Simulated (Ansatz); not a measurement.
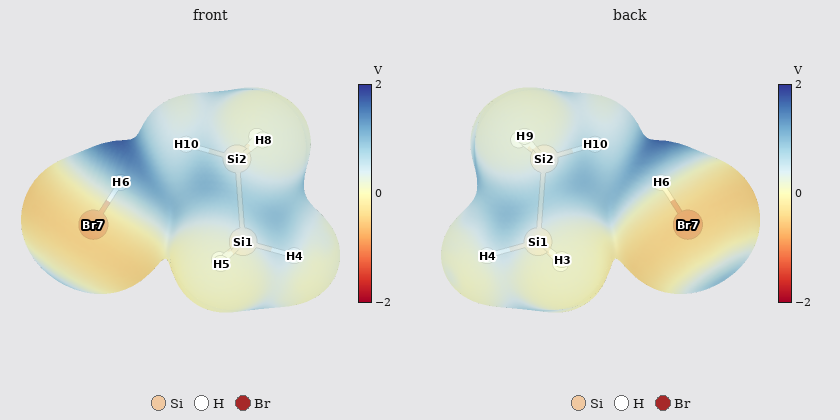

The picture shows: H6Si2···HBr. The electrostatic potential painted on the density surface at 0.002 e/bohr³, seen from the front and from behind; red is negative and blue positive.

Theory: RKS PBE0-D4/def2-mTZVP in Ansatz.

```
atom    x (Å)    y (Å)    z (Å)
  Si  -1.2583   0.6746   0.0636
  Si   0.0937  -1.0904   0.8003
   H  -1.4070   0.6232  -1.4154
   H  -2.6061   0.5710   0.6880
   H  -0.6504   1.9775   0.4474
   H   2.3421   0.3331  -1.2409
  Br   2.2595   1.3707  -2.2282
   H   0.2054  -1.0958   2.2858
   H  -0.4531  -2.4027   0.3568
   H   1.4741  -0.9613   0.2425
```

Q: Describe the electrostatic potential map.

A: The most negative region (about −0.5 V) lies over Br7, the most positive (about +1.6 V) over H6. Br7 shows a σ-hole: about +1.0 V at the tip opposite its bond, against about −0.4 V on its flanks.
